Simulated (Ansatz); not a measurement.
# C2H7FSSi: one species, many methods

Aim: compute C2H7FSSi with functionals from several rungs and with coupled cluster, and see how far each lands from CCSD(T) at the basis-set limit for the atomisation energy.

Computed with Ansatz 0.2.0, Gaussian basis. Level: functionals in def2-TZVPP, the program's frozen cores in correlated methods.

Plan: PBE-D4, r2SCAN-D4, PBE0-D4, B3LYP-D4, ωB97X-V, ωB97M-V, B2PLYP; CCSD(T)/def2-TZVPP; MP2/def2-QZVPP; extrapolation to the limit.

**1. The relaxed structure**

All runs share one geometry, relaxed beforehand with PBE0-D4 in a triple-zeta def2 set.

SMILES `CC(F)S[SiH3]`, 12 atoms, charge 0, spin multiplicity 1.

Atoms are counted from 1 here; the program's logs count them from 0.

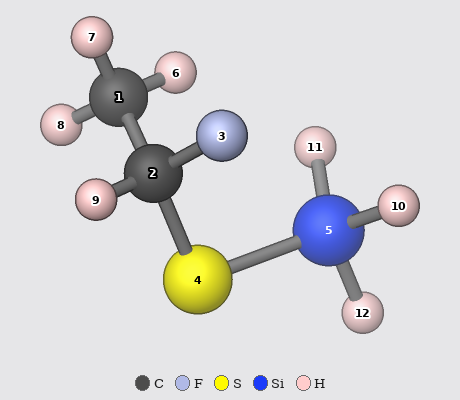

The structure; carbon dark grey, fluorine light blue, sulfur yellow, silicon blue, hydrogen pink; atoms are numbered from 1 in the order of the file.

**2. PBE-D4 (GGA)**

Contents of in.yaml:

```yaml
crystal:
  periodic: [false, false, false]
  atoms:
    - {symbol: C, position_ang: [-1.155889, -0.432252, 1.064339]}
    - {symbol: C, position_ang: [0.157810, -1.033272, 0.645383]}
    - {symbol: F, position_ang: [1.180396, -0.407217, 1.329826]}
    - {symbol: S, position_ang: [0.471248, -0.987824, -1.149525]}
    - {symbol: Si, position_ang: [0.852506, 1.089610, -1.477450]}
    - {symbol: H, position_ang: [-1.207656, 0.622834, 0.792670]}
    - {symbol: H, position_ang: [-1.268592, -0.522146, 2.147338]}
    - {symbol: H, position_ang: [-1.977559, -0.957752, 0.577095]}
    - {symbol: H, position_ang: [0.205330, -2.096687, 0.896262]}
    - {symbol: H, position_ang: [2.100952, 1.538894, -0.817038]}
    - {symbol: H, position_ang: [-0.273206, 1.946893, -1.023955]}
    - {symbol: H, position_ang: [0.991758, 1.183818, -2.950946]}
basis:
  gaussian: {orbitals: def2-TZVPP}
hamiltonian: {xc: pbe, dispersion: d4}
output: {forces: true, orbitals: {seedname: orbitals}}
```

Run with:

```
$ ansatz run in.yaml --threads 4 --pin off --events-out ev --progress --plain --max-ram 10444MiB
```

The runs that follow: r2SCAN-D4 (meta-GGA); PBE0-D4 (hybrid); B3LYP-D4 (hybrid); ωB97X-V (range-separated); ωB97M-V (range-separated); B2PLYP (double hybrid); CCSD(T) in def2-TZVPP; MP2 in def2-QZVPP.

Q: Predict the results of all the runs planned. Wanted: atomisation energy, CCSD(T)/CBS; farthest; mean size of error, hybrid; mean size of error, range-separated; gap, smallest and largest; T1 diagnostic; triples share of the correlation energy.

The runs gave:

```
                               quantity                                  value
        atomisation energy, CCSD(T)/CBS                          4198.2 kJ/mol
 functionals within 21.0 kJ/mol (0.5 %)  r2SCAN-D4, PBE0-D4, B3LYP-D4, ωB97M-V
                               farthest                  B2PLYP (-59.7 kJ/mol)
             mean size of error, hybrid                             5.4 kJ/mol
    mean size of error, range-separated                            17.9 kJ/mol
              gap, smallest and largest   5.25 eV (PBE-D4), 11.82 eV (ωB97X-V)
                          T1 diagnostic                                 0.0114
triples share of the correlation energy                                  3.7 %
```

In words: PBE-D4 misses by +58.7 kJ/mol. Double hybrids carry the basis error of their MP2 part in triple zeta, and no dispersion term here, so their miss is partly the set-up's. Misses under about 21.0 kJ/mol are within the doubt on the reference itself, which lacks core-valence correlation, relativity and higher excitations. Hartree-Fock recovers 74 % of the binding; the rest is correlation. Orbital gaps span 5.2 to 11.8 eV; exact exchange widens them.
